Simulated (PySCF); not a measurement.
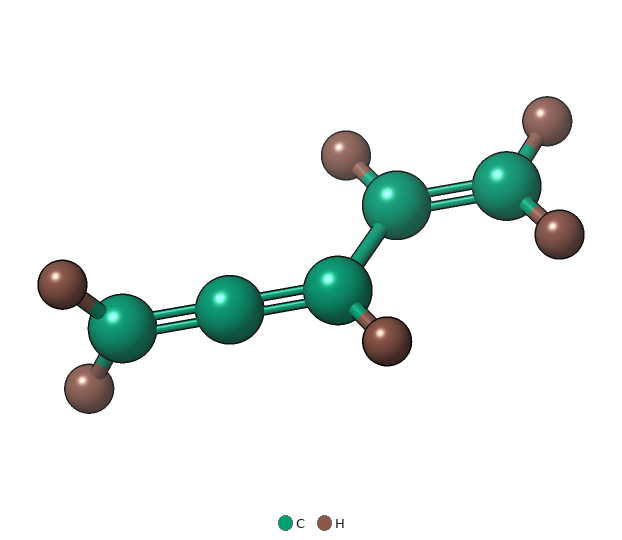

Multiple sticks mark multiple bonds (one Kekulé form).

The computed structure is the end point of a PBE0-D3(BJ)/def2-SVP optimisation. No frequency run is at hand to confirm it as a minimum.

What does the picture show?

It has 11 atoms: 5 carbon and 6 hydrogen (C₅H₆). SMILES: `C=C=CC=C`. It has no ring. Among its groups: alkene. The point group is Cs. Coordination: 4 C trigonal planar; 1 C linear.

More results for the same structure follow; atom numbers are the same in all pictures, views and colours differ.

### Shape

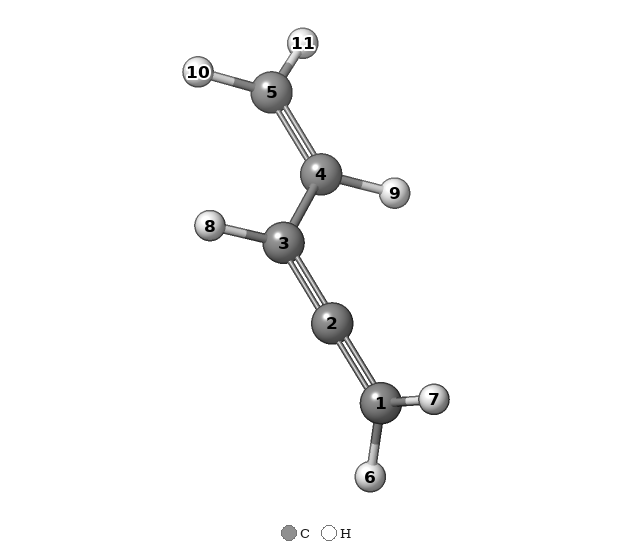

Numbered structure. No frequency run is at hand to confirm it as a minimum.

Which atoms are bonded, and how long are the bonds?

```
  bond  length (Å)   order
 C1–C2       1.306  double
 C1–H6       1.096  single
 C1–H7       1.096  single
 C2–C3       1.318  double
 C3–C4       1.458  single
 C3–H8       1.098  single
 C4–C5       1.340  double
 C4–H9       1.095  single
C5–H10       1.094  single
C5–H11       1.092  single
```

### NMR shielding

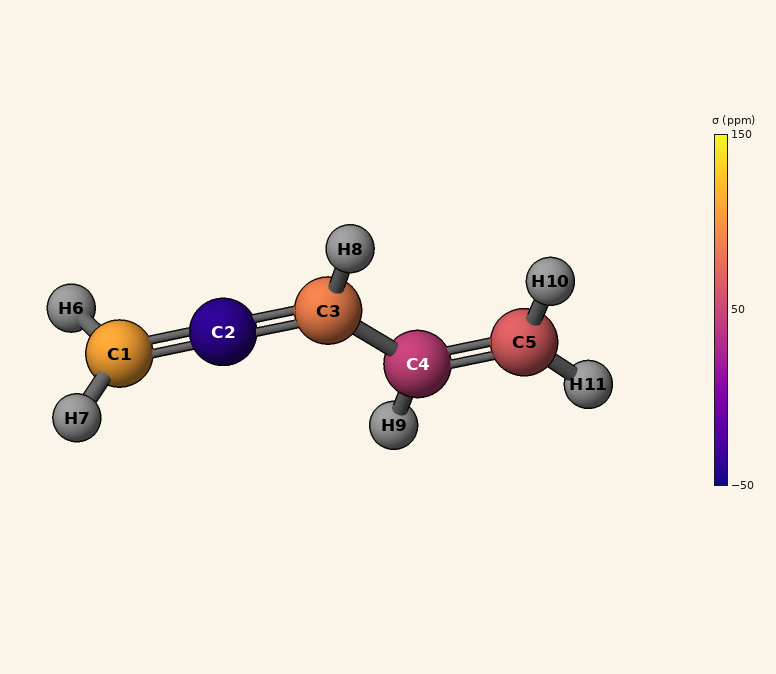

Atoms are coloured by their isotropic NMR shieldings (C only, the others grey). No frequency run is at hand to confirm it as a minimum. Level of theory: GIAO PBE0/cc-pVTZ NMR shielding, non-relativistic, gas phase (PySCF 2.14.0).

Question: Which C atom is the most shielded (lowest chemical shift)?

Answer: C1 (109.7 ppm).

Question: Which C atom is the least shielded (highest chemical shift)?

Answer: C2 (−38.0 ppm).

Question: How wide is the range of C shifts?

Answer: 147.7 ppm.

List the isotropic NMR shieldings of the C atoms.

| atom | σ (ppm) |
| --- | --- |
| C1 | 109.7 |
| C2 | −38.0 |
| C3 | 88.7 |
| C4 | 47.6 |
| C5 | 67.4 |

### Electronic properties

No frequency run is at hand to confirm it as a minimum. Method: PBE0/pcSseg-0, gas phase (PySCF 2.14.0).

What does the calculation give?

- dipole moment: 0.25 D
- HOMO energy (Kohn–Sham orbital): −6.72 eV
- LUMO energy (Kohn–Sham orbital): −0.65 eV
- HOMO–LUMO gap: 6.07 eV

### Charges

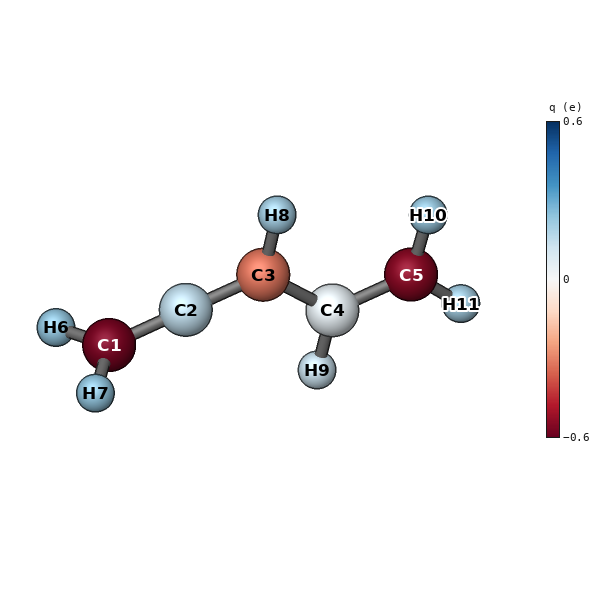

Atoms are coloured by their ESP-fitted charges. No frequency run is at hand to confirm it as a minimum. Method: PBE0/pcSseg-0, gas phase (PySCF 2.14.0).

Question: Which atom carries the highest charge (most positive or least negative)?

Answer: H6, H7 (0.24 e).

Question: And the lowest?

Answer: C1 (−0.57 e).

Give the ESP-fitted charges atom by atom.

```tsv
atom	value (e)
C1	−0.57
C2	0.15
C3	−0.32
C4	0.05
C5	−0.55
H6	0.24
H7	0.24
H8	0.20
H9	0.13
H10	0.22
H11	0.20
```
